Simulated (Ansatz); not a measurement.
## What a change does: geometry relaxation on B2Si

System: B2Si, multiplicity 5.
Method of the first run: UKS r2SCAN-D4/def2-TZVP (Ansatz 0.2.0).

The geometry: r2SCAN-D4/def2-TZVP start. Text and figures count atoms from 1; the logs count them from 0 in places.

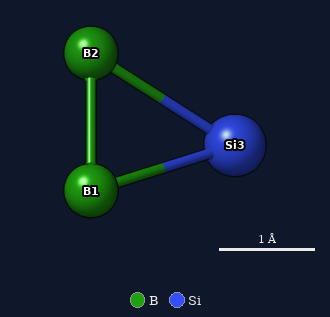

The structure as given in the input (ball-and-stick view, seen at a tilt; atoms are numbered from 1 in the order of the input). Bond lengths as drawn: B–B 1.51 Å and B–Si 1.90 Å.

**Input file, the first run**
```yaml
crystal:
  periodic: [false, false, false]
  atoms:
    - {symbol: B, position_ang: [0.028393, 0.855917, 0.415395]}
    - {symbol: B, position_ang: [-0.645680, 0.085164, -0.694117]}
    - {symbol: Si, position_ang: [0.617287, -0.941081, 0.278721]}
basis:
  gaussian: {orbitals: def2-TZVP}
magnetization: {spin_polarized: true, initial_magnetization: 4}
hamiltonian: {xc: r2scan, dispersion: d4}
scf: {omitted_lower_state_checks: [starts]}
output: {orbitals: {seedname: orbitals}}
relax: {f_tol: 0.02, max_steps: 100}
```

Command:
```bash
ansatz run in.yaml --threads 2 --pin off --events-out ev --progress --plain --max-ram 4352MiB
```

Hardware: 2 threads of Arm Neoverse V2, 23 GiB of memory available, shared host.

**Output, shortened to warnings, some set-up lines, iterations and results (the first run)**
```
[...]
mean field evaluation 1: about -9214.0896 eV, gradient 2.9e1 eV
mean field evaluation 2: about -9185.6837 eV, gradient 5.9e1 eV
mean field evaluation 4: about -9220.1459 eV, gradient 7.4e0 eV
mean field evaluation 8: about -9220.5637 eV, gradient 1.5e-1 eV
mean field evaluation 16: about -9220.5639 eV, gradient 5.5e-4 eV
mean field evaluation 32: about -9220.5893 eV, gradient 1.5e-5 eV
relax step   1: F+E_penalty+E_count = -9220.60449339 eV  Δ(F+E_penalty+E_count) = +0.000e0 eV  max|allowed force component| = 3.980e0 eV/Å  Δτ_max = 0.0000 Å  (95 SCF iters, …
relax step   2: F+E_penalty+E_count = -9221.02840411 eV  Δ(F+E_penalty+E_count) = -4.239e-1 eV  max|allowed force component| = 2.178e0 eV/Å  Δτ_max = 0.0496 Å  (130 SCF …
mean field evaluation 64: about -9221.2275 eV, gradient 1.2e-3 eV
relax step   3: F+E_penalty+E_count = -9221.24274895 eV  Δ(F+E_penalty+E_count) = -2.143e-1 eV  max|allowed force component| = 1.923e-1 eV/Å  Δτ_max = 0.0756 Å  (46 SCF …
relax step   4: F+E_penalty+E_count = -9221.24531574 eV  Δ(F+E_penalty+E_count) = -2.567e-3 eV  max|allowed force component| = 2.107e-2 eV/Å  Δτ_max = 0.0090 Å  (45 SCF …
relax step   5: F+E_penalty+E_count = -9221.24536313 eV  Δ(F+E_penalty+E_count) = -4.739e-5 eV  max|allowed force component| = 7.807e-4 eV/Å  Δτ_max = 0.0016 Å  (38 SCF …
these checks for a lower state are left out or cut short: starts
590 factors; their error is unknown
mean field -9221.23009957 eV, -338.8739557848 hartree, gradient 1.8e-5 eV, S^2 6.006442; 0 other end points of the search recorded, 0 dependent functions left out
the calculation of the forces begins
reference -9221.23011402 eV, -338.8739563160 hartree; 14, 10 occupied and 85, 89 virtual orbitals, 590 factors
Total energy: -9221.24537759 eV, -338.8745172418 hartree
Atom 0 at     0.081376     0.935643     0.511175 Å, force    -0.000165     0.000495     0.000034 eV/Å
Atom 1 at    -0.713014     0.027316    -0.796377 Å, force    -0.000347     0.000286    -0.000266 eV/Å
Atom 2 at     0.631638    -0.962960     0.285201 Å, force     0.000512    -0.000781     0.000231 eV/Å
Dipole moment:     0.098000    -0.149406     0.044250 e Å
Checks for a lower state left out: starts
```

The second run used a changed input.

**The two runs side by side**

| quantity | the first run | the second run |
| --- | --- | --- |
| outcome | converged | converged |
| total energy (hartree) | −338.874517 | −338.927094 |
| HOMO (eV) | −5.03 | −5.64 |
| LUMO (eV) | −5.35 | −4.93 |
| dipole moment (D) | 0.88 | 0.72 |
| ⟨S²⟩ | 6.006 | 2.128 |
| largest force (eV/Å) | 0.001 | 0.000 |
| basis functions | 99 | 99 |
| wall time (shared host) | 24 s | 14 s |

Which change of the input explains these differences?

The change (lines with − go, lines with + come):
```diff
-magnetization: {spin_polarized: true, initial_magnetization: 4}
+magnetization: {spin_polarized: true, initial_magnetization: 2}
```

With the same method and basis, the second run lies 33.0 kcal/mol lower. The HOMO goes from −5.03 to −5.64 eV. The LUMO goes from −5.35 to −4.93 eV. The dipole moment goes from 0.88 to 0.72 D. On the same kind of shared host the second run took about 0.6 times as long.

**Output, shortened to warnings, some set-up lines, iterations and results (the second run)**
```
[...]
mean field evaluation 1: about -9214.4200 eV, gradient 3.4e1 eV
mean field evaluation 2: about -9168.6397 eV, gradient 7.4e1 eV
mean field evaluation 4: about -9220.9646 eV, gradient 1.4e1 eV
mean field evaluation 8: about -9222.6245 eV, gradient 7.8e-2 eV
mean field evaluation 16: about -9222.6162 eV, gradient 1.4e-3 eV
relax step   1: F+E_penalty+E_count = -9222.63140259 eV  Δ(F+E_penalty+E_count) = +0.000e0 eV  max|allowed force component| = 1.203e0 eV/Å  Δτ_max = 0.0000 Å  (43 SCF iters, …
mean field evaluation 32: about -9222.6545 eV, gradient 1.4e-5 eV
relax step   2: F+E_penalty+E_count = -9222.66971857 eV  Δ(F+E_penalty+E_count) = -3.832e-2 eV  max|allowed force component| = 4.339e-1 eV/Å  Δτ_max = 0.0178 Å  (45 SCF …
relax step   3: F+E_penalty+E_count = -9222.67585901 eV  Δ(F+E_penalty+E_count) = -6.140e-3 eV  max|allowed force component| = 6.306e-2 eV/Å  Δτ_max = 0.0099 Å  (45 SCF …
relax step   4: F+E_penalty+E_count = -9222.67600561 eV  Δ(F+E_penalty+E_count) = -1.466e-4 eV  max|allowed force component| = 2.948e-2 eV/Å  Δτ_max = 0.0024 Å  (47 SCF …
relax step   5: F+E_penalty+E_count = -9222.67604065 eV  Δ(F+E_penalty+E_count) = -3.504e-5 eV  max|allowed force component| = 2.118e-4 eV/Å  Δτ_max = 0.0008 Å  (37 SCF …
these checks for a lower state are left out or cut short: starts
590 factors; their error is unknown
mean field -9222.66080042 eV, -338.9265330715 hartree, gradient 1.9e-5 eV, S^2 2.128321; 0 other end points of the search recorded, 0 dependent functions left out
the calculation of the forces begins
reference -9222.66081427 eV, -338.9265335805 hartree; 13, 11 occupied and 86, 88 virtual orbitals, 590 factors
Total energy: -9222.67605449 eV, -338.9270936483 hartree
Atom 0 at     0.042546     0.868449     0.437057 Å, force    -0.000133    -0.000135    -0.000212 eV/Å
Atom 1 at    -0.657097     0.068459    -0.714543 Å, force     0.000120     0.000155     0.000206 eV/Å
Atom 2 at     0.614550    -0.936909     0.277485 Å, force     0.000013    -0.000020     0.000006 eV/Å
Dipole moment:     0.079412    -0.121068     0.035857 e Å
Checks for a lower state left out: starts
```
